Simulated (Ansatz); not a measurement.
# AlH₄O₂ (charge +1): what the fields show

```yaml
atoms:
  - { symbol: O, position_ang: [-1.2154, -1.0150, -0.1188] }
  - { symbol: Al, position_ang: [0.0811, 0.3403, -1.1833] }
  - { symbol: O, position_ang: [0.8138, 0.5541, 0.8420] }
  - { symbol: H, position_ang: [-2.0342, -1.3452, -0.5228] }
  - { symbol: H, position_ang: [-0.9517, -1.6531, 0.5652] }
  - { symbol: H, position_ang: [0.2762, 0.7008, 1.6384] }
  - { symbol: H, position_ang: [1.6909, 0.9339, 1.0134] }
```

The calculation used RKS B3LYP-D4/def2-SVPD (Ansatz 0.2.0).

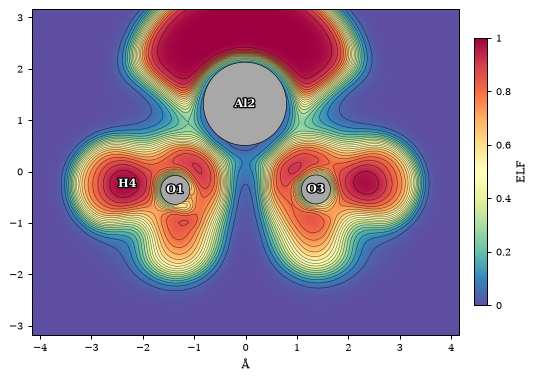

Figure 1. ELF on the plane of atoms O1, Al2 and O3. Grey discs cover the atomic cores.

What do the fields say about this system?

The section cuts through O, Al and H sites. Al–O (2.16 Å): the ELF peaks at about 0.90 in the valence shell of O, 0.6 Å from its nucleus, and is about 0.40 at the midpoint. O–H (0.97 Å): the ELF climbs to about 1 towards the hydrogen, as it does in any bond to H (a covalent bond by its length). The ELF also peaks beside Al2, away from the bonds: lone-pair regions.

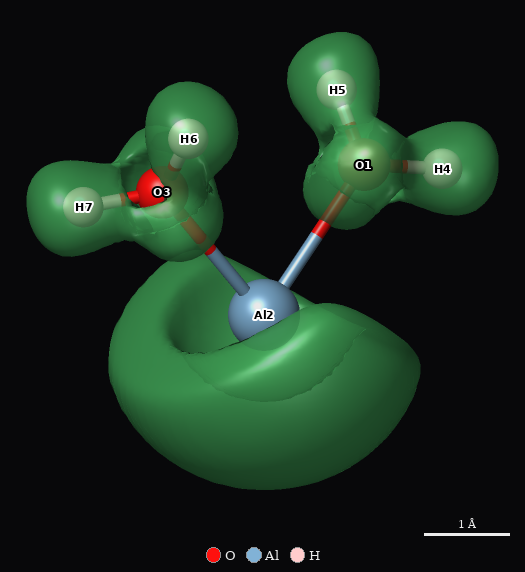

Figure 2. Isosurface of the electron localisation function at 0.8 (green), seen at a tilt. Core shells and regions of very low density are left out.

Identify the bonds, lone pairs and shells in this picture.

The surface consists of one lobe on Al, pointing away from the bonds (lone pairs) and two joined regions spread over several atoms (H, O), in which their bonds and any lone pairs are merged.

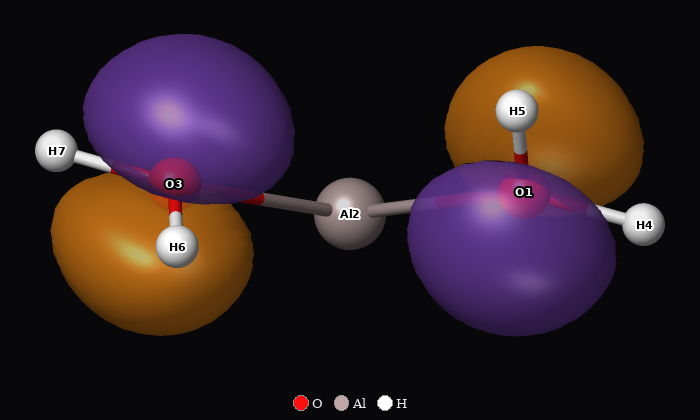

Figure 3. The HOMO−1 at ±0.15 Å⁻³ᐟ² (orange and purple are the two phases), seen from one side.

What is the character of this orbital?

It lies mainly on O1 (about 40 %) and O3 (about 40 %); largely a combination of lone pairs on O1 and O3. Its energy is −15.74 eV.
